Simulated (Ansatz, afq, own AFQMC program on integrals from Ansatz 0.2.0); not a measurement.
# Al₂H₃ (doublet): quantum Monte Carlo beside coupled cluster at distance Al1–Al2 = 8.537 Å, cc-pVDZ

Aim: compute Al₂H₃ (doublet) with auxiliary-field quantum Monte Carlo on the same integrals as coupled cluster, and set the energies side by side.

The runs use Ansatz 0.2.0, Gaussian basis, and an in-house AFQMC program (afq) on its integrals; all values are calculated; cc-pVDZ, frozen cores.

To be run: PBE (unrestricted); r2SCAN (unrestricted); PBE0 (unrestricted); B3LYP (unrestricted); wB97M-V (unrestricted); B2PLYP (unrestricted); CCSD(T) on UHF; CCSDT(Q) on UHF; Phaseless AFQMC, CISD trial on UHF.

## 1. The geometry

The geometry derives from a PBE0/def2-TZVP stationary point (not a proven minimum). One bond is set to the value named and the two fragments are kept rigid.

5 atoms, charge 0, spin multiplicity 2.

Atoms are counted from 1 here; the program's logs count them from 0.

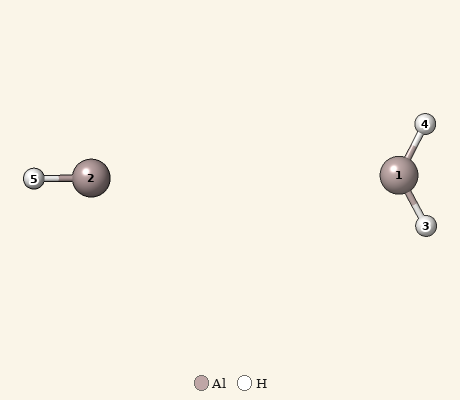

The structure; aluminium light grey, hydrogen white; atoms are numbered from 1 in the order of the file.

## 2. PBE (unrestricted)

The input, in.yaml:

```yaml
crystal:
  periodic: [false, false, false]
  atoms:
    - {symbol: Al, position_ang: [0.000000, 0.000000, 3.437095]}
    - {symbol: Al, position_ang: [0.000000, 0.000000, -5.099905]}
    - {symbol: H, position_ang: [0.000000, 1.404177, 4.176055]}
    - {symbol: H, position_ang: [0.000000, -1.404176, 4.176055]}
    - {symbol: H, position_ang: [0.000000, 0.000000, -6.689302]}
basis:
  gaussian: {orbitals: cc-pVDZ}
magnetization: {spin_polarized: true, initial_magnetization: 1}
hamiltonian: {xc: {name: PBE}}
output: {orbitals: {seedname: orbitals}}
```

Run with:

```console
ansatz run in.yaml --threads 1 --pin off --events-out ev --progress --plain --max-ram 1382MiB
```

Log:

```text
Functional definition: PBE
  name "PBE"
  cite "Perdew, Burke & Ernzerhof, Phys. Rev. Lett. 77, 3865 (1996) doi:10.1103/PhysRevLett.77.3865"
  parent pbe
  parameter kappa = 0.804
  parameter beta = 0.06672455060314922
  exchange = pbe_x(kappa = kappa, mu = beta*pi^2/3)
  correlation = pbe_c(beta = beta)
490 factors; integrals over basis functions are off by at most 1.1e-3 eV
mean field evaluation 1: about -13229.6435 eV, gradient 1.2e1 eV
mean field evaluation 2: about -13230.2591 eV, gradient 8.6e0 eV
mean field evaluation 4: about -13231.1338 eV, gradient 1.6e-1 eV
mean field evaluation 8: about -13231.1309 eV, gradient 1.4e-3 eV
mean field evaluation 16: about -13229.6646 eV, gradient 2.4e0 eV
mean field -13231.13089501 eV, -486.2350920089 hartree, gradient 3.5e-5 eV, S^2 0.750943; 1 other end points of the search recorded, 0 dependent functions left out
reference -13231.13095396 eV, -486.2350941752 hartree; 15, 14 occupied and 36, 37 virtual orbitals, 490 factors
Total energy: -13231.13095396 eV, -486.2350941752 hartree
```

Run time: 1.3 s. Hardware: 1 thread of Arm Neoverse V1, shared host.

From the report: ⟨S²⟩ of the determinant 0.751 (pure doublet: 0.75).

## 3. r2SCAN (unrestricted)

in.yaml: that of step 2 with these lines changed.

```diff
@@ -11,3 +11,2 @@
 magnetization: {spin_polarized: true, initial_magnetization: 1}
-hamiltonian: {xc: {name: PBE}}
-output: {orbitals: {seedname: orbitals}}
+hamiltonian: {xc: {name: r2SCAN}}
```

The command is unchanged.

Log:

```text
Functional definition: r2SCAN
  name "r2SCAN"
  cite "Furness, Kaplan, Ning, Perdew & Sun, J. Phys. Chem. Lett. 11, 8208 (2020) doi:10.1021/acs.jpclett.0c02405"
  cite "Furness, Kaplan, Ning, Perdew & Sun, J. Phys. Chem. Lett. 11, 9248 (2020) doi:10.1021/acs.jpclett.0c03077"
  parent r2scan
  parameter k0 = 0.174
  parameter k1 = 0.065
  parameter a1 = 4.9479
  exchange = r2scan_x(k0 = k0, k1 = k1, a1 = a1)
  correlation = r2scan_c
490 factors; integrals over basis functions are off by at most 1.1e-3 eV
mean field evaluation 1: about -13236.1652 eV, gradient 1.0e1 eV
mean field evaluation 2: about -13236.8023 eV, gradient 5.6e0 eV
mean field evaluation 4: about -13237.1683 eV, gradient 8.8e-2 eV
mean field evaluation 8: about -13237.1652 eV, gradient 2.0e-3 eV
mean field evaluation 16: about -13236.5191 eV, gradient 2.9e0 eV
mean field -13237.16515722 eV, -486.4568470549 hartree, gradient 6.5e-6 eV, S^2 0.751995; 2 other end points of the search recorded, 0 dependent functions left out
reference -13237.16518082 eV, -486.4568479222 hartree; 15, 14 occupied and 36, 37 virtual orbitals, 490 factors
Total energy: -13237.16518082 eV, -486.4568479222 hartree
```

It took 4.2 s on 1 thread of Arm Neoverse V1, shared host.

From the report: ⟨S²⟩ of the determinant 0.752 (pure doublet: 0.75).

## 4. PBE0 (unrestricted)

in.yaml: that of step 3 with these lines changed.

```diff
@@ -11,2 +11,3 @@
 magnetization: {spin_polarized: true, initial_magnetization: 1}
-hamiltonian: {xc: {name: r2SCAN}}
+hamiltonian: {xc: {name: PBE0}}
+output: {orbitals: {seedname: orbitals}}
```

Launched as before.

Log:

```text
Functional definition: PBE0
  name "PBE0"
  cite "Adamo & Barone, J. Chem. Phys. 110, 6158 (1999) doi:10.1063/1.478522"
  cite "Perdew, Burke & Ernzerhof, Phys. Rev. Lett. 77, 3865 (1996) doi:10.1103/PhysRevLett.77.3865"
  parent pbe
  parameter a = 0.25
  parameter kappa = 0.804
  parameter beta = 0.06672455060314922
  exchange = (1 - a)*pbe_x(kappa = kappa, mu = beta*pi^2/3) + a*exact_x
  correlation = pbe_c(beta = beta)
490 factors; integrals over basis functions are off by at most 1.1e-3 eV
mean field evaluation 1: about -13231.7581 eV, gradient 8.9e0 eV
mean field evaluation 2: about -13232.4116 eV, gradient 3.5e0 eV
mean field evaluation 4: about -13232.5486 eV, gradient 3.8e-1 eV
mean field evaluation 8: about -13232.5764 eV, gradient 2.3e-2 eV
mean field evaluation 16: about -13232.5764 eV, gradient 7.8e-5 eV
mean field -13232.57640287 eV, -486.2882134431 hartree, gradient 3.3e-5 eV, S^2 0.751291; 1 other end points of the search recorded, 0 dependent functions left out
reference -13232.57644710 eV, -486.2882150684 hartree; 15, 14 occupied and 36, 37 virtual orbitals, 490 factors
Total energy: -13232.57644710 eV, -486.2882150684 hartree
```

Run time: 1.9 s. Hardware: 1 thread of Arm Neoverse V1, shared host.

From the report: ⟨S²⟩ of the determinant 0.751 (pure doublet: 0.75).

## 5. B3LYP (unrestricted)

in.yaml: that of step 4 with these lines changed.

```diff
@@ -11,3 +11,2 @@
 magnetization: {spin_polarized: true, initial_magnetization: 1}
-hamiltonian: {xc: {name: PBE0}}
-output: {orbitals: {seedname: orbitals}}
+hamiltonian: {xc: {name: B3LYP}}
```

Same command.

Log, shortened:

```text
Functional definition: B3LYP
  name "B3LYP"
  cite "Stephens, Devlin, Chabalowski & Frisch, J. Phys. Chem. 98, 11623 (1994) doi:10.1021/j100096a001"
  cite "Becke, Phys. Rev. A 38, 3098 (1988) doi:10.1103/PhysRevA.38.3098"
  cite "Lee, Yang & Parr, Phys. Rev. B 37, 785 (1988) doi:10.1103/PhysRevB.37.785"
  cite "Vosko, Wilk & Nusair, Can. J. Phys. 58, 1200 (1980) doi:10.1139/p80-159"
[...]
490 factors; integrals over basis functions are off by at most 1.1e-3 eV
[...]
mean field -13240.38615074 eV, -486.5752163838 hartree, gradient 5.9e-5 eV, S^2 0.751361; 1 other end points of the search recorded, 0 dependent functions left out
reference -13240.38649242 eV, -486.5752289400 hartree; 15, 14 occupied and 36, 37 virtual orbitals, 490 factors
Total energy: -13240.38649242 eV, -486.5752289400 hartree
```

Run time: 1.5 s. Hardware: 1 thread of Arm Neoverse V1, shared host.

From the report: ⟨S²⟩ of the determinant 0.751 (pure doublet: 0.75).

## 6. wB97M-V (unrestricted)

in.yaml: that of step 5 with these lines changed.

```diff
@@ -11,2 +11,3 @@
 magnetization: {spin_polarized: true, initial_magnetization: 1}
-hamiltonian: {xc: {name: B3LYP}}
+hamiltonian: {xc: {name: wB97M-V}}
+output: {orbitals: {seedname: orbitals}}
```

The command is unchanged.

Log, shortened:

```text
Functional definition: wB97M-V
  name "wB97M-V"
  cite "Mardirossian & Head-Gordon, J. Chem. Phys. 144, 214110 (2016) doi:10.1063/1.4952647"
  cite "Becke, J. Chem. Phys. 107, 8554 (1997) doi:10.1063/1.475007"
  cite "Vydrov & Van Voorhis, J. Chem. Phys. 133, 244103 (2010) doi:10.1063/1.3521275"
  # Of w^i u^j: cxij and so on, Table III.
[...]
  gx(w, u) = 1 - cx + cx01*u + cx10*w
  gss(w, u) = css00 + css04*u^4 + css10*w + css20*w^2 + css43*w^4*u^3
  gos(w, u) = cos00 + cos10*w + (cos20 + cos21*u)*w^2 + (cos60 + cos61*u)*w^6
[...]
      + integral(e_c_pw_mod_opposite_spin*gos(b97_w_opposite, b97_u_opposite)) + vv10(b, c)
490 factors; integrals over basis functions are off by at most 1.1e-3 eV
192 factors; integrals over basis functions are off by at most 2.0e-5 eV
[...]
mean field -13237.72351116 eV, -486.4773661840 hartree, gradient 4.3e-5 eV, S^2 0.750753; 0 other end points of the search recorded, 0 dependent functions left out
reference -13237.72357717 eV, -486.4773686097 hartree; 15, 14 occupied and 36, 37 virtual orbitals, 490 factors
Total energy: -13237.72357717 eV, -486.4773686097 hartree
```

It took 8 s on 1 thread of Arm Neoverse V1, shared host.

From the report: ⟨S²⟩ of the determinant 0.751 (pure doublet: 0.75).

## 7. B2PLYP (unrestricted)

in.yaml: that of step 6 with these lines changed.

```diff
@@ -11,3 +11,3 @@
 magnetization: {spin_polarized: true, initial_magnetization: 1}
-hamiltonian: {xc: {name: wB97M-V}}
-output: {orbitals: {seedname: orbitals}}
+hamiltonian: {xc: {name: B2PLYP}}
+correlation: {electrons: outside_noble_gas}
```

Same command.

Log, shortened:

```text
Functional definition: B2PLYP
  name "B2PLYP"
  cite "Grimme, J. Chem. Phys. 124, 034108 (2006) doi:10.1063/1.2148954"
  cite "Becke, Phys. Rev. A 38, 3098 (1988) doi:10.1103/PhysRevA.38.3098"
  cite "Lee, Yang & Parr, Phys. Rev. B 37, 785 (1988) doi:10.1103/PhysRevB.37.785"
[...]
490 factors; integrals over basis functions are off by at most 1.1e-3 eV
[...]
mean field -13231.36145417 eV, -486.2435649019 hartree, gradient 8.9e-6 eV, S^2 0.752376; 2 other end points of the search recorded, 0 dependent functions left out
10 core orbitals not correlated: weight in the atoms' cores, before any rotation towards them, 1.000 or more for the frozen orbitals, at most 0.000 for the correlated occupied ones
reference -13231.36166999 eV, -486.2435728332 hartree; 5, 4 occupied and 36, 37 virtual orbitals, 490 factors
second order -3.74198869 eV of doubles, -0.00000000 eV of singles
Total energy: -13232.37200694 eV, -486.2807020311 hartree
```

Wall time 1.8 s (1 thread of Arm Neoverse V1, shared host).

From the report: ⟨S²⟩ of the determinant 0.752 (pure doublet: 0.75).

## 8. CCSD(T) on UHF

in.yaml: that of step 7 with these lines changed.

```diff
@@ -11,3 +11,2 @@
 magnetization: {spin_polarized: true, initial_magnetization: 1}
-hamiltonian: {xc: {name: B2PLYP}}
-correlation: {electrons: outside_noble_gas}
+correlation: {method: ccsd_t, electrons: outside_noble_gas, hamiltonian_folder: ham}
```

The command is unchanged.

Log, shortened:

```text
Functional definition: HF
  name "HF"
  cite "Fock, Z. Phys. 61, 126 (1930) doi:10.1007/BF01340294"
  parent pbe
[...]
490 factors; integrals over basis functions are off by at most 1.1e-3 eV
[...]
mean field -13210.54553626 eV, -485.4785940283 hartree, gradient 2.0e-11 eV, S^2 0.920949; 17 other end points of the search recorded, 0 dependent functions left out
determinant -13210.54553626 eV, -485.4785940283 hartree, with singles and doubles -13214.57405257 eV, -485.6266392721 hartree
determinant -13209.39048023 eV, -485.4361465021 hartree, with singles and doubles -13212.76558089 eV, -485.5601791634 hartree
determinant -13209.38971274 eV, -485.4361182972 hartree, with singles and doubles -13212.76489179 eV, -485.5601538394 hartree
determinant -13208.76934319 eV, -485.4133201367 hartree, with singles and doubles -13212.99614018 eV, -485.5686520611 hartree
[...]
determinant -13207.59798787 eV, -485.3702736229 hartree, with singles and doubles -13211.17308443 eV, -485.5016559980 hartree
determinant -13210.53154146 eV, -485.4780797286 hartree, with singles and doubles -13214.58081392 eV, -485.6268877471 hartree
determinant -13210.54553626 eV, -485.4785940283 hartree, with singles and doubles -13214.57983849 eV, -485.6268519007 hartree
determinant -13210.53154146 eV, -485.4780797286 hartree, with singles and doubles -13214.58106721 eV, -485.6268970551 hartree
10 core orbitals not correlated: weight in the atoms' cores, before any rotation towards them, 1.000 or more for the frozen orbitals, at most 0.000 for the correlated occupied ones
reference -13210.53154146 eV, -485.4780797286 hartree; 5, 4 occupied and 36, 37 virtual orbitals, 490 factors
second order -2.92858148 eV of doubles, -0.00000000 eV of singles
cycle   1  -4.04953049 eV  change   -4.7e-6 eV  update   2.4e-6
perturbative correction -0.05504577 eV, -0.0020228949 hartree
Total energy: -13214.63611772 eV, -485.6289201241 hartree
```

Wall time 11 s (1 thread of Arm Neoverse V1, shared host).

From the report: ⟨S²⟩ of the determinant 0.753 (pure doublet: 0.75); correlation -4.1046 eV; T1 0.013; largest double amplitude 0.10.

This run also writes the integrals to the folder ham.

## 9. CCSDT(Q) on UHF

in.yaml: that of step 8 with these lines changed.

```diff
@@ -11,2 +11,2 @@
 magnetization: {spin_polarized: true, initial_magnetization: 1}
-correlation: {method: ccsd_t, electrons: outside_noble_gas, hamiltonian_folder: ham}
+correlation: {method: ccsdt_q, electrons: outside_noble_gas}
```

The command is unchanged.

Log, shortened:

```text
Functional definition: HF
  name "HF"
  cite "Fock, Z. Phys. 61, 126 (1930) doi:10.1007/BF01340294"
  parent pbe
[...]
902 factors; integrals over basis functions are off by at most 1.6e-7 eV
[...]
mean field -13210.54558829 eV, -485.4785959401 hartree, gradient 2.5e-11 eV, S^2 0.920957; 17 other end points of the search recorded, 0 dependent functions left out
determinant -13210.54558829 eV, -485.4785959401 hartree, with singles and doubles -13214.57412030 eV, -485.6266417611 hartree
determinant -13209.39053749 eV, -485.4361486063 hartree, with singles and doubles -13212.76563320 eV, -485.5601810859 hartree
determinant -13209.38977000 eV, -485.4361204014 hartree, with singles and doubles -13212.76494426 eV, -485.5601557679 hartree
determinant -13208.76938949 eV, -485.4133218384 hartree, with singles and doubles -13212.99619696 eV, -485.5686541477 hartree
[...]
determinant -13210.53159187 eV, -485.4780815813 hartree, with singles and doubles -13214.58087792 eV, -485.6268900990 hartree
determinant -13210.54558829 eV, -485.4785959401 hartree, with singles and doubles -13214.57990289 eV, -485.6268542672 hartree
determinant -13210.53159187 eV, -485.4780815813 hartree, with singles and doubles -13214.58113043 eV, -485.6268993785 hartree
10 core orbitals not correlated: weight in the atoms' cores, before any rotation towards them, 1.000 or more for the frozen orbitals, at most 0.000 for the correlated occupied ones
reference -13210.53159187 eV, -485.4780815813 hartree; 5, 4 occupied and 36, 37 virtual orbitals, 902 factors
second order -2.92864910 eV of doubles, -0.00000000 eV of singles
cycle   1  -3.67475827 eV  change   -7.5e-1 eV  update   8.5e-2
[...]
cycle  14  -4.12590282 eV  change    9.5e-7 eV  update   5.1e-7
perturbative correction -0.00121328 eV, -0.0000445870 hartree
Total energy: -13214.65870796 eV, -485.6297503003 hartree
```

Run time: 40 s. Hardware: 1 thread of Arm Neoverse V1, shared host; peak memory 0.41 GiB.

From the report: ⟨S²⟩ of the determinant 0.753 (pure doublet: 0.75); correlation -4.1271 eV; T1 0.014; largest double amplitude 0.10.

## 10. Phaseless AFQMC, CISD trial on UHF

It reads the integrals that the CCSD(T) run on this determinant wrote.

Run with:

```console
afq ham --method phaseless --trial cisd --walkers 60 --populations 1 --least-time 40 --time-step 0.005 --steps-per-block 50 --equilibration-blocks 40 --max-blocks 300 --target-error 0.00072 --factor-cut 1e-05 --start spin_pure --seed 5455 --release-times 0.24,0.51,0.99,1.62,2.4 --release-step 0.03 --release-every 4 --taylor-order 6
```

Log:

```text
orbitals 41  electrons 5 4  factors 272 of 490
reference energy -485.47807973 Eh
CCSD correlation -0.14881749 Eh in 12 cycles, weight of the determinant in the CISD state 0.8718
energy of the start -485.626857 Eh
 block  time / (1/Eh)  mean weight  energy / Eh
     1     0.250  1.0000  -485.624776
     2     0.500  1.0011  -485.624562
     3     0.750  0.9989  -485.624787
     4     1.000  1.0019  -485.625483
     5     1.250  0.9989  -485.627097
     6     1.500  0.9984  -485.626718
     7     1.750  0.9993  -485.626977
     8     2.000  1.0011  -485.626940
     9     2.250  1.0003  -485.627031
    10     2.500  1.0018  -485.627015
    11     2.750  1.0004  -485.627028
    16     4.000  0.9997  -485.630395
    21     5.250  1.0005  -485.628769
    26     6.500  1.0006  -485.629085
    31     7.750  1.0002  -485.629339
    36     9.000  0.9998  -485.628575
    41    10.250  1.0001  -485.629712
    46    11.500  1.0001  -485.629865
    51    12.750  1.0011  -485.629964
    56    14.000  0.9993  -485.627213
    61    15.250  0.9996  -485.628963
    66    16.500  0.9998  -485.629756
    71    17.750  0.9995  -485.630042
    76    19.000  0.9997  -485.630487
    81    20.250  0.9981  -485.628683
    86    21.500  0.9997  -485.630982
    91    22.750  0.9987  -485.631486
    96    24.000  1.0009  -485.628960
   101    25.250  0.9980  -485.630011
   106    26.500  0.9994  -485.631374
   111    27.750  1.0009  -485.630779
   116    29.000  1.0002  -485.629990
   121    30.250  1.0000  -485.630405
   126    31.500  0.9999  -485.629179
   131    32.750  1.0002  -485.629945
   136    34.000  1.0003  -485.629005
   141    35.250  1.0010  -485.630942
   146    36.500  0.9991  -485.628319
   151    37.750  0.9984  -485.629936
   156    39.000  0.9993  -485.627894
   161    40.250  1.0015  -485.631238
   166    41.500  1.0000  -485.627046
   171    42.750  1.0000  -485.628953
   176    44.000  0.9974  -485.630332
   181    45.250  1.0012  -485.630602
   186    46.500  1.0002  -485.628995
   191    47.750  1.0021  -485.629000
   196    49.000  1.0014  -485.627918
blocks merged  error / Eh  count
     1  0.000114  160
     2  0.000138  80
     4  0.000151  40
     8  0.000154  20
    16  0.000179  10
released: time / (1/Eh)  energy / Eh  error  mean overlap
  0.24  -485.629619  0.000210  1.0043
  0.51  -485.629668  0.000233  0.9967
  0.99  -485.629909  0.000186  1.0065
  1.62  -485.629615  0.000249  1.0339
  2.40  -485.629803  0.000313  1.0223
energy -485.629587 +/- 0.000154 Eh
```

It took 4.9 min on 1 thread of Arm Neoverse V1, shared host.

Energy -13214.6543 ± 0.0042 eV. Caveats: constraint bias not in the error.

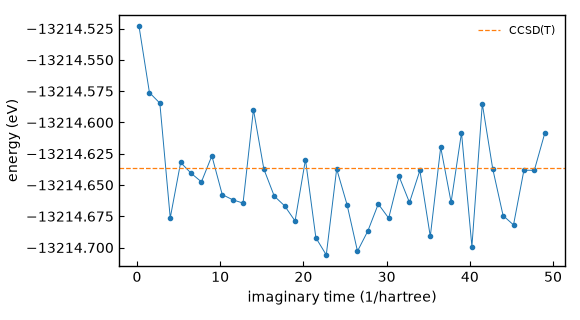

Block energies along the walk.

## 11. All levels side by side

On the UHF determinant, counted from CCSDT(Q) (a yardstick, not exact):

```csv
level,energy (eV),from CCSDT(Q) (meV),statistical error (meV),time
HF,-13210.5315,+4127.2,,
MP2,-13213.4601,+1198.6,,
CCSD,-13214.5811,+77.6,,
CCSD(T),-13214.6361,+22.6,,
CCSDT(Q),-13214.6587,0.0,,
"Phaseless AFQMC, CISD trial, step 0.005, 60 walkers",-13214.6543,+4.4,4.2,4.9 min
```

The functionals' totals stand on their own zeros and serve differences with other points: PBE -13231.131 eV; r2SCAN -13237.165 eV; PBE0 -13232.576 eV; B3LYP -13240.386 eV; wB97M-V -13237.724 eV; B2PLYP -13232.372 eV.

## 12. Results

| quantity | value |
| --- | --- |
| CCSD(T) on UHF from CCSDT(Q) | +22.6 meV |
| Phaseless AFQMC, CISD trial on UHF from CCSDT(Q) | +4.4 ± 4.2 meV |

On UHF the phaseless walk with the CISD trial lies +4.4 meV from CCSDT(Q), within three error bars. Error bars are statistical and leave out the constraint, the time step and what remains of the start.
